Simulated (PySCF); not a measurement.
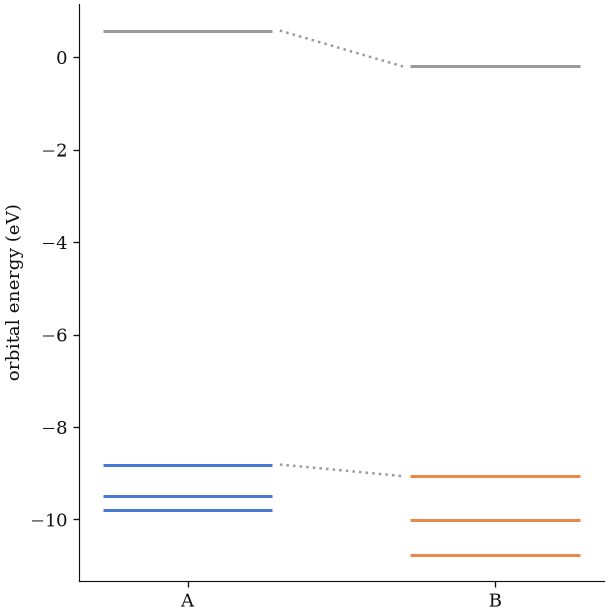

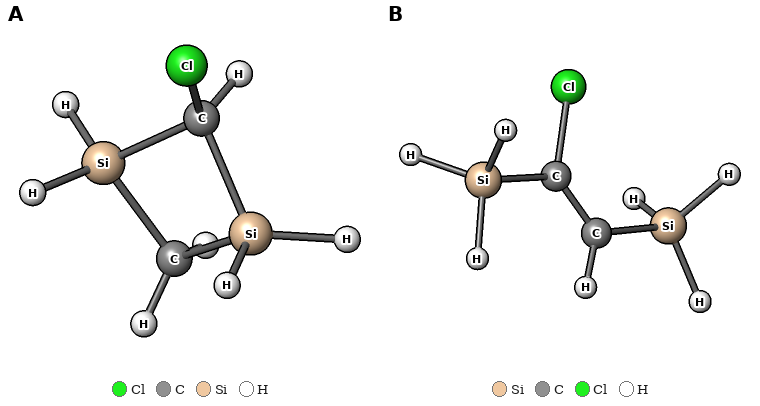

Related molecules: A is C₂H₇ClSi₂, SMILES ClC1[SiH2]C[SiH2]1; B is C₂H₇ClSi₂, SMILES [SiH3]/C=C(/[SiH3])Cl. Frontier orbital energies, CAM-B3LYP/def2-SVPD, PySCF 2.14.0, at a PBE0-D3(BJ)/def2-SVP geometry (no frequency check); drawn are at most three filled levels and, in grey, the LUMO with any level within 0.03 eV of it; dotted lines join the HOMOs and the LUMOs.

What does the change do to the frontier levels?

Answer. From A to B the HOMO falls by 0.25 eV and the LUMO falls by 0.78 eV, so the separation goes from 9.39 to 8.86 eV.

Does the ΔSCF ionisation energy follow the HOMO?

Answer. A: −ε(HOMO) 8.81, ΔSCF 9.58 eV; B: −ε(HOMO) 9.06, ΔSCF 9.76 eV.

Caveats, for all or some of the runs: empty levels above zero depend strongly on the basis; one conformer of a flexible molecule.
